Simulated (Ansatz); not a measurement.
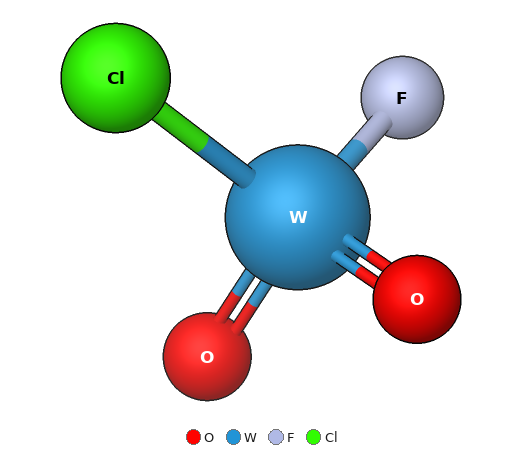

The structure as it stands in the input.

The calculation was set up as follows.

```yaml
crystal:
  periodic: [false, false, false]
  atoms:
    - {symbol: O, position_ang: [-0.571563, -0.665173, 1.502312]}
    - {symbol: W, position_ang: [0.031207, -0.140604, 0.034759]}
    - {symbol: O, position_ang: [1.733290, -0.270076, 0.083860]}
    - {symbol: F, position_ang: [-0.718083, -1.175369, -1.322784]}
    - {symbol: Cl, position_ang: [-0.535750, 2.081016, -0.185623]}
basis:
  gaussian: {orbitals: def2-SVPD}
hamiltonian: {xc: {name: SVWN5}}
scf: {lower_state_search: off}
output: {forces: true}
```

Command:

```sh
ansatz run in.yaml --threads 4 --pin off --events-out ev --progress --plain --max-ram 10444MiB
```

What the program printed:

```
Functional definition: SVWN5
  name "SVWN5"
  cite "Dirac, Proc. Camb. Phil. Soc. 26, 376 (1930) doi:10.1017/S0305004100016108"
  cite "Slater, Phys. Rev. 81, 385 (1951) doi:10.1103/PhysRev.81.385"
  cite "Vosko, Wilk & Nusair, Can. J. Phys. 58, 1200 (1980) doi:10.1139/p80-159"
  exchange = slater_x
  correlation = vwn5_c
these checks for a lower state are left out or cut short: stability, starts, cluster_reference, orbital_swaps, neighbouring_geometries, increment
1147 factors; their error is unknown
mean field evaluation 1: about -21047.7062 eV, gradient 1.1e2 eV
mean field evaluation 2: about -20666.5977 eV, gradient 3.5e2 eV
mean field evaluation 4: about -21063.5628 eV, gradient 5.3e1 eV
mean field evaluation 8: about -21068.1743 eV, gradient 2.1e0 eV
mean field evaluation 16: about -21068.1335 eV, gradient 9.6e-3 eV
mean field -21068.13348539 eV, -774.2396250943 hartree, gradient 1.3e-6 eV, S^2 0.000000; 0 other end points of the search recorded, 0 dependent functions left out
the calculation of the forces begins
reference -21068.13353482 eV, -774.2396269110 hartree; 28, 28 occupied and 103, 103 virtual orbitals, 1147 factors
Total energy: -21068.13353482 eV, -774.2396269110 hartree
Atom 0 at    -0.571563    -0.665173     1.502312 Å, force    -0.476244    -0.757881     1.897407 eV/Å
Atom 1 at     0.031207    -0.140604     0.034759 Å, force    -0.072435     1.752885    -2.352679 eV/Å
Atom 2 at     1.733290    -0.270076     0.083860 Å, force     0.046225    -0.201343     0.154295 eV/Å
Atom 3 at    -0.718083    -1.175369    -1.322784 Å, force     0.243990    -0.008074     0.181608 eV/Å
Atom 4 at    -0.535750     2.081016    -0.185623 Å, force     0.258463    -0.785588     0.119369 eV/Å
Dipole moment:    -0.174332     0.147280    -0.196315 e Å
Checks for a lower state left out: stability, starts, cluster_reference, orbital_swaps, neighbouring_geometries, increment
```

Self-consistency was reached.
